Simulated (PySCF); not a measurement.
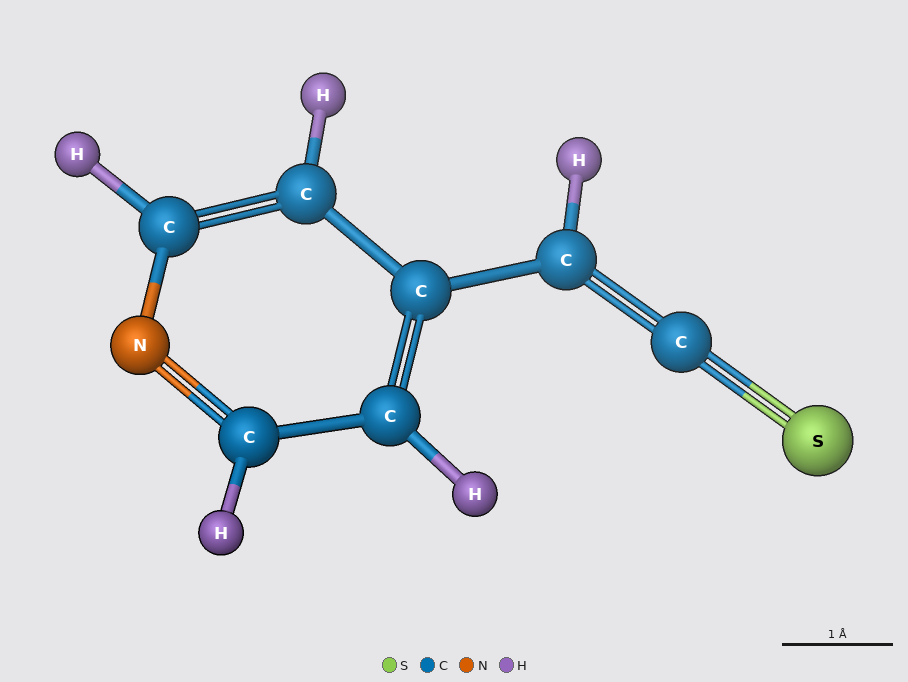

Double and triple bonds are drawn as two and three sticks.

Computed geometry: GFN2-xTB optimisation. No frequency run is at hand to confirm it as a minimum.

Describe the molecule.

Formula C₇H₅NS. As SMILES it reads `S=C=Cc1ccncc1`. Independent rings (smallest set): 1 of 6 members, 1 of them aromatic. This geometry has Cs symmetry. All atoms lie on one plane. Coordination: 1 C linear; 6 C trigonal planar; 1 N bent.

The parts below concern this one geometry. Atoms keep their numbers from picture to picture.

### Geometry

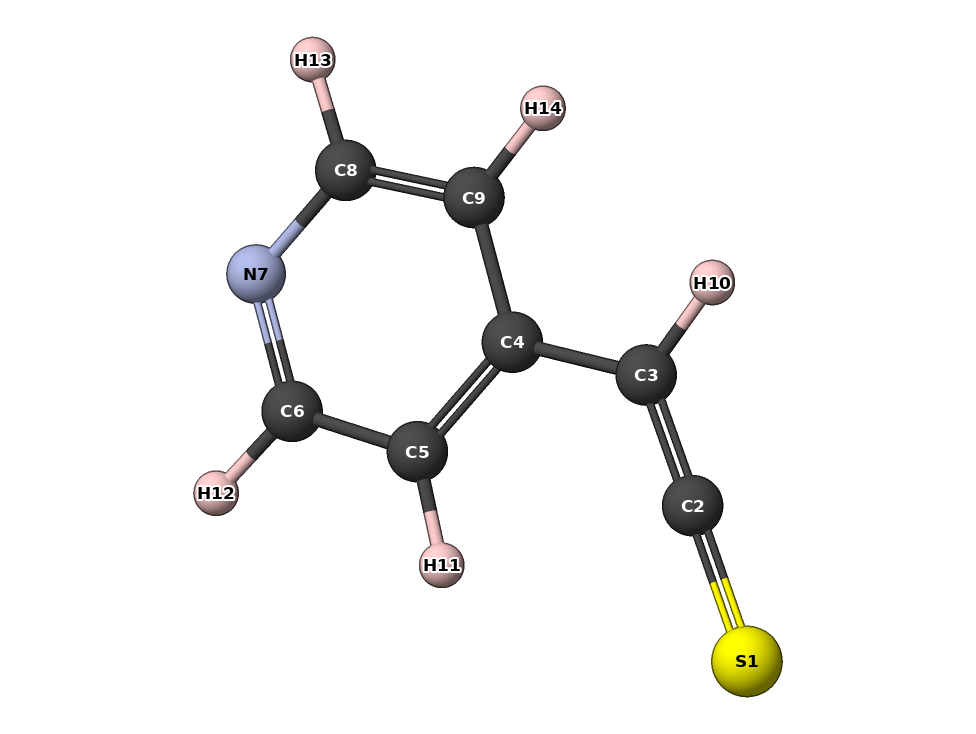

No frequency run is at hand to confirm it as a minimum.

Which atoms are bonded, and how long are the bonds?

| bond | length (Å) | order |
| --- | --- | --- |
| S1–C2 | 1.552 | double |
| C2–C3 | 1.306 | double |
| C3–C4 | 1.452 | single |
| C3–H10 | 1.083 | single |
| C4–C5 | 1.398 | aromatic |
| C4–C9 | 1.397 | aromatic |
| C5–C6 | 1.382 | aromatic |
| C5–H11 | 1.079 | single |
| C6–N7 | 1.324 | aromatic |
| C6–H12 | 1.082 | single |
| N7–C8 | 1.322 | aromatic |
| C8–C9 | 1.383 | aromatic |
| C8–H13 | 1.082 | single |
| C9–H14 | 1.080 | single |

### Quadrupole coupling

No frequency run is at hand to confirm it as a minimum. Electric field gradients from the ground-state density, PBE0/pcSseg-1 (PySCF 2.14.0), non-relativistic apart from any core potentials.

Give the largest field-gradient component, the quadrupole coupling constant and the asymmetry for 33S at S1 (Q = −67.81 mb), 14N at N7 (Q = 20.44 mb), 2H at H10 (Q = 2.86 mb), 2H at H11 (Q = 2.86 mb), 2H at H12 (Q = 2.86 mb), 2H at H13 (Q = 2.86 mb).

```
atom  V_zz (a.u.)  e²qQ/h (MHz)     η
  S1       −2.042          32.5  0.08
  N7       −1.119         −5.38  0.35
 H10        0.325         0.219  0.11
 H11        0.326         0.219  0.08
 H12        0.319         0.214  0.06
 H13        0.319         0.214  0.06
```

### Polarisability

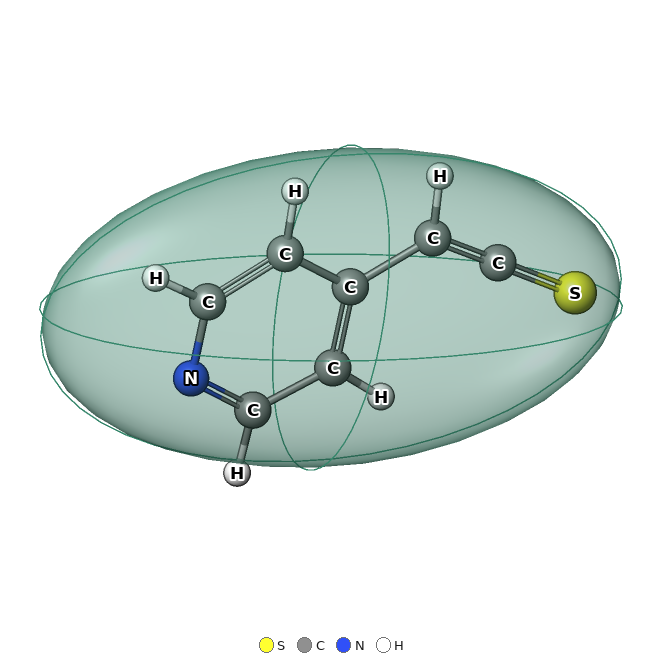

The ellipsoid shows the static dipole polarisability: its half-axes are proportional to the principal values. No frequency run is at hand to confirm it as a minimum. Method: PBE0/def2-SVPD (PySCF 2.14.0).

> How large and how anisotropic is the polarisability?

Principal values 61.7, 101.5, 187.1 bohr³; mean 116.8 bohr³ (17.30 Å³); anisotropy 111.0 bohr³, so the longest axis is 3.03 times the shortest.

### NMR shielding

The questions are on isotropic NMR shieldings of the H atoms. No frequency run is at hand to confirm it as a minimum. Level of theory: GIAO PBE0/pcSseg-1 NMR shielding, non-relativistic, gas phase (PySCF 2.14.0).

List the isotropic NMR shieldings of the H atoms.

```
atom  σ (ppm)
 H10    25.52
 H11    24.36
 H12    22.83
 H13    22.91
 H14    24.85
```
